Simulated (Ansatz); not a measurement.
**One shape, several levels: CH7NOSi (SMILES OCN[SiH3])**

We compute a comparison of 6 runs (B3LYP/cc-pVDZ, CAM-B3LYP/cc-pVDZ, HSE06/cc-pVDZ, PBE-QIDH/cc-pVDZ, revPBE/cc-pVDZ, wB97X/cc-pVDZ) of CH7NOSi. 

Program for the calculation: Ansatz 0.2.0.

122 further runs of the same task are left out: 122 set aside as unsound or not needed.

**1. The system as given**

CH7NOSi: 11 atoms, total charge 0, spin state singlet. SMILES: `OCN[SiH3]`. The N3–H8 distance was set to 1.513 Å, away from the relaxed value. At this shape a bond of the SMILES string is far longer than usual.

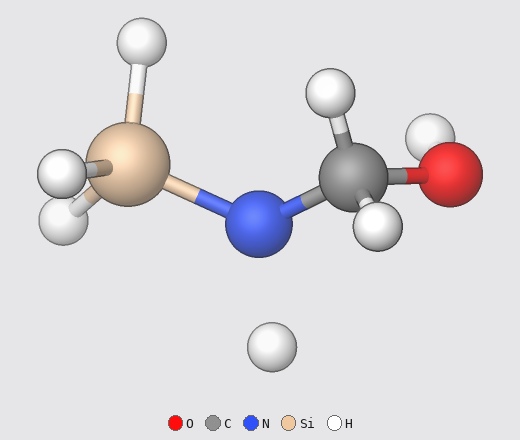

Viewed from a chosen angle; oxygen red, carbon grey, nitrogen blue, silicon light orange, hydrogen white.

**2. The energy at B3LYP/cc-pVDZ (run 1)**

input.yaml reads:

```yaml
crystal:
  periodic: [false, false, false]
  atoms:
    - symbol: O
      position_ang: [-1.213850, 1.911600, -0.174650]
    - symbol: C
      position_ang: [-0.015650, 1.300900, 0.233150]
    - symbol: "N"
      position_ang: [0.015650, -0.101200, -0.058450]
    - symbol: Si
      position_ang: [0.466650, -1.322800, 1.064950]
    - symbol: H
      position_ang: [-1.936550, 1.394200, 0.194450]
    - symbol: H
      position_ang: [0.771050, 1.856200, -0.287550]
    - symbol: H
      position_ang: [0.144950, 1.423700, 1.314150]
    - symbol: H
      position_ang: [0.033200, -0.410500, -1.539700]
    - symbol: H
      position_ang: [-0.218550, -1.037400, 2.353850]
    - symbol: H
      position_ang: [1.928550, -1.412400, 1.351850]
    - symbol: H
      position_ang: [0.031250, -2.628500, 0.506450]
basis:
  gaussian:
    orbitals: cc-pVDZ
hamiltonian:
  xc: {name: B3LYP}
accuracy: high
output:
  orbitals: {seedname: orbitals}
```

Started as:

```sh
$ ansatz run input.yaml --threads 1 --pin off --max-ram 3480MiB --events-out events.jsonl --progress --plain --runs-dir runs
```

Log:

```text
Warning: RAYON_NUM_THREADS=1 ignored (pool sized by the plan → 1); use --threads N
Functional definition: B3LYP
  name "B3LYP"
  parameter a0 = 0.2
  parameter ax = 0.72
  parameter ac = 0.81
  exchange = (1 - a0 - ax)*slater_x + ax*b88_x + a0*exact_x
  correlation = (1 - ac)*vwn_rpa_c + ac*lyp_c
2316 factors; integrals over basis functions are off by at most 3.9e-9 eV
mean field evaluation 1: about -12556.4125 eV, gradient 5.9e1 eV
mean field evaluation 2: about -12540.6773 eV, gradient 9.9e1 eV
mean field evaluation 4: about -12563.9455 eV, gradient 8.1e0 eV
mean field evaluation 8: about -12564.2434 eV, gradient 2.4e-1 eV
mean field evaluation 16: about -12564.2436 eV, gradient 4.0e-5 eV
mean field -12564.24356241 eV, -461.7274345684 hartree, gradient 1.5e-8 eV, S^2 0.000000; 0 other end points of the search recorded, 0 dependent functions left out
reference -12564.24360596 eV, -461.7274361687 hartree; 21, 21 occupied and 74, 74 virtual orbitals, 2316 factors
Total energy: -12564.24360596 eV, -461.7274361687 hartree
```

It took 6.6 s on 1 thread of Intel Xeon 6975P-C (Granite Rapids), shared host; peak memory 0.36 GiB.

**3. A single-point energy at CAM-B3LYP/cc-pVDZ (run 2)**

in.yaml reads:

```yaml
crystal:
  periodic: [false, false, false]
  atoms:
    - {symbol: O, position_ang: [-1.213850, 1.911600, -0.174650]}
    - {symbol: C, position_ang: [-0.015650, 1.300900, 0.233150]}
    - {symbol: "N", position_ang: [0.015650, -0.101200, -0.058450]}
    - {symbol: Si, position_ang: [0.466650, -1.322800, 1.064950]}
    - {symbol: H, position_ang: [-1.936550, 1.394200, 0.194450]}
    - {symbol: H, position_ang: [0.771050, 1.856200, -0.287550]}
    - {symbol: H, position_ang: [0.144950, 1.423700, 1.314150]}
    - {symbol: H, position_ang: [0.033200, -0.410500, -1.539700]}
    - {symbol: H, position_ang: [-0.218550, -1.037400, 2.353850]}
    - {symbol: H, position_ang: [1.928550, -1.412400, 1.351850]}
    - {symbol: H, position_ang: [0.031250, -2.628500, 0.506450]}
basis:
  gaussian:
    orbitals: cc-pVDZ
hamiltonian:
  xc: {name: CAM-B3LYP}
accuracy: high
output: {orbitals: {seedname: orbitals}}
```

Started as:

```sh
$ ansatz run in.yaml --threads 1 --pin off --max-ram 3480MiB --events-out events.jsonl --progress --plain --runs-dir runs
```

Log:

```text
Warning: RAYON_NUM_THREADS=1 ignored (pool sized by the plan → 1); use --threads N
Functional definition: CAM-B3LYP
  name "CAM-B3LYP"
  parameter alpha = 0.19
  parameter beta = 0.46
  parameter omega = 0.33/bohr
[... 1 set-up line as earlier in the session ...]
  exchange = (1 - alpha - beta)*b88_x + beta*b88_x_sr(omega) + alpha*exact_x + beta*exact_x_lr(omega)
  correlation = (1 - ac)*vwn5_c + ac*lyp_c
2316 factors; integrals over basis functions are off by at most 3.9e-9 eV
455 factors; integrals over basis functions are off by at most 2.6e-9 eV
mean field evaluation 1: about -12555.9783 eV, gradient 5.1e1 eV
mean field evaluation 2: about -12552.9302 eV, gradient 6.4e1 eV
mean field evaluation 4: about -12561.4044 eV, gradient 3.6e0 eV
mean field evaluation 8: about -12561.5998 eV, gradient 9.7e-2 eV
mean field evaluation 16: about -12561.5998 eV, gradient 5.9e-5 eV
mean field -12561.59983113 eV, -461.6302792360 hartree, gradient 1.8e-8 eV, S^2 0.000000; 0 other end points of the search recorded, 0 dependent functions left out
reference -12561.59985235 eV, -461.6302800155 hartree; 21, 21 occupied and 74, 74 virtual orbitals, 2316 factors
Total energy: -12561.59985235 eV, -461.6302800155 hartree
```

It took 6.6 s on 1 thread of Intel Xeon 6975P-C (Granite Rapids), shared host; peak memory 0.4 GiB.

Runs 3 to 4 aren't shown in full; the table further down has their settings and results.

**4. A single-point energy at revPBE/cc-pVDZ (run 5)**

input.yaml reads:

```yaml
basis:
  gaussian: {orbitals: cc-pVDZ}
crystal:
  periodic: [false, false, false]
  atoms:
    - {symbol: O, position_ang: [-1.213850, 1.911600, -0.174650]}
    - {symbol: C, position_ang: [-0.015650, 1.300900, 0.233150]}
    - {symbol: "N", position_ang: [0.015650, -0.101200, -0.058450]}
    - {symbol: Si, position_ang: [0.466650, -1.322800, 1.064950]}
    - {symbol: H, position_ang: [-1.936550, 1.394200, 0.194450]}
    - {symbol: H, position_ang: [0.771050, 1.856200, -0.287550]}
    - {symbol: H, position_ang: [0.144950, 1.423700, 1.314150]}
    - {symbol: H, position_ang: [0.033200, -0.410500, -1.539700]}
    - {symbol: H, position_ang: [-0.218550, -1.037400, 2.353850]}
    - {symbol: H, position_ang: [1.928550, -1.412400, 1.351850]}
    - {symbol: H, position_ang: [0.031250, -2.628500, 0.506450]}
hamiltonian: {xc: {name: revPBE}}
accuracy: high
output: {orbitals: {seedname: orbitals}}
```

Started as:

```sh
$ ansatz run input.yaml --threads 1 --pin off --max-ram 3480MiB --events-out events.jsonl --progress --plain --runs-dir runs
```

Log:

```text
Warning: RAYON_NUM_THREADS=1 ignored (pool sized by the plan → 1); use --threads N
Functional definition: revPBE
  name "revPBE"
  parameter kappa = 1.245
  parameter beta = 0.06672455060314922
  exchange = pbe_x(kappa = kappa, mu = beta*pi^2/3)
  correlation = pbe_c(beta = beta)
2316 factors; integrals over basis functions are off by at most 3.9e-9 eV
mean field evaluation 1: about -12551.1637 eV, gradient 6.4e1 eV
mean field evaluation 2: about -12514.2242 eV, gradient 1.3e2 eV
mean field evaluation 4: about -12560.1901 eV, gradient 1.4e1 eV
mean field evaluation 8: about -12560.5573 eV, gradient 9.3e-1 eV
mean field evaluation 16: about -12560.5603 eV, gradient 1.1e-4 eV
mean field -12560.56028824 eV, -461.5920767392 hartree, gradient 8.7e-8 eV, S^2 0.000000; 0 other end points of the search recorded, 0 dependent functions left out
reference -12560.56029282 eV, -461.5920769075 hartree; 21, 21 occupied and 74, 74 virtual orbitals, 2316 factors
Total energy: -12560.56029282 eV, -461.5920769075 hartree
```

It took 5.1 s on 1 thread of Intel Xeon 6975P-C (Granite Rapids), shared host; peak memory 0.28 GiB.

**5. The energy at wB97X/cc-pVDZ (run 6)**

in.yaml reads:

```yaml
basis:
  gaussian: {orbitals: cc-pVDZ}
crystal:
  periodic: [false, false, false]
  atoms:
    - symbol: O
      position_ang: [-1.213850, 1.911600, -0.174650]
    - symbol: C
      position_ang: [-0.015650, 1.300900, 0.233150]
    - symbol: N
      position_ang: [0.015650, -0.101200, -0.058450]
    - symbol: Si
      position_ang: [0.466650, -1.322800, 1.064950]
    - symbol: H
      position_ang: [-1.936550, 1.394200, 0.194450]
    - symbol: H
      position_ang: [0.771050, 1.856200, -0.287550]
    - symbol: H
      position_ang: [0.144950, 1.423700, 1.314150]
    - symbol: H
      position_ang: [0.033200, -0.410500, -1.539700]
    - symbol: H
      position_ang: [-0.218550, -1.037400, 2.353850]
    - symbol: H
      position_ang: [1.928550, -1.412400, 1.351850]
    - symbol: H
      position_ang: [0.031250, -2.628500, 0.506450]
hamiltonian: {xc: {name: wB97X}}
accuracy: high
output: {orbitals: {seedname: orbitals}}
```

Started as:

```sh
$ ansatz run in.yaml --threads 1 --pin off --max-ram 3480MiB --events-out events.jsonl --progress --plain --runs-dir runs
```

Log, cut to the lines that bear on the results:

```text
Warning: RAYON_NUM_THREADS=1 ignored (pool sized by the plan → 1); use --threads N
Functional definition: wB97X
  name "wB97X"
[...]
      + exact_x_lr(omega)
[...]
      + integral(e_c_pw_opposite_spin*poly(b97_u_opposite, 1, cos1, cos2, cos3, cos4))
2316 factors; integrals over basis functions are off by at most 3.9e-9 eV
408 factors; integrals over basis functions are off by at most 2.3e-9 eV
[...]
mean field -12562.17039200 eV, -461.6512469610 hartree, gradient 9.5e-8 eV, S^2 0.000000; 0 other end points of the search recorded, 0 dependent functions left out
reference -12562.17038874 eV, -461.6512468414 hartree; 21, 21 occupied and 74, 74 virtual orbitals, 2316 factors
Total energy: -12562.17038874 eV, -461.6512468414 hartree
```

It took 17 s on 1 thread of Intel Xeon 6975P-C (Granite Rapids), shared host; peak memory 0.58 GiB.

**6. All runs side by side**

```
run              level  frozen core orbitals  energy (Eh)  HOMO energy (eV)  LUMO energy (eV)  HOMO–LUMO gap (eV)  wall time
  1      B3LYP/cc-pVDZ                     –  -461.727436             -6.61             -1.55                5.06      6.6 s
  2  CAM-B3LYP/cc-pVDZ                     –  -461.630280             -8.22             -0.10                8.12      6.6 s
  3      HSE06/cc-pVDZ                     –  -461.372117             -6.45             -1.66                4.79      6.3 s
  4   PBE-QIDH/cc-pVDZ                     8  -461.225552             -9.17              0.78                9.95      8.4 s
  5     revPBE/cc-pVDZ                     –  -461.592077             -5.38             -2.25                3.13      5.1 s
  6      wB97X/cc-pVDZ                     –  -461.651247             -9.25              0.98               10.23       17 s
```

**7. What came out**

| quantity | value |
| --- | --- |
| run 6: total energy | -461.65125 Eh |
| run 6: HOMO energy | -9.25 eV |
| run 6: LUMO energy | 0.98 eV |
| run 6: HOMO–LUMO gap | 10.23 eV |

In words: The HOMO–LUMO gap runs from 3.13 eV (revPBE/cc-pVDZ) to 10.23 eV (wB97X/cc-pVDZ). Totals of different functionals can't be ranked against each other. All runs together took 50 s, the longest 17 s.
